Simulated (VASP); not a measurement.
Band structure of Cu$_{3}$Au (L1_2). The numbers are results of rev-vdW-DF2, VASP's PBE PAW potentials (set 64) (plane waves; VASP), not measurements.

Unless said otherwise, spin-orbit coupling is left out, though it shifts the bands of the heavy elements here.

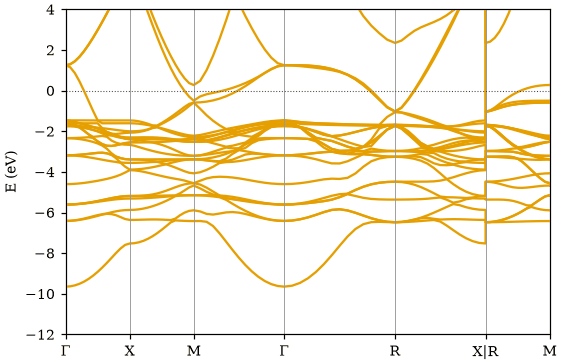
*Bands along high-symmetry lines, zero at the valence-band maximum or, without a gap, the Fermi level*

Read the plot: is there a gap, and where are the band edges?

It has no gap at this level: it comes out as a metal or semimetal. (Edges off the drawn lines would not show.)

The compound is Cu3Au in the L1_2 structure. It was relaxed first.
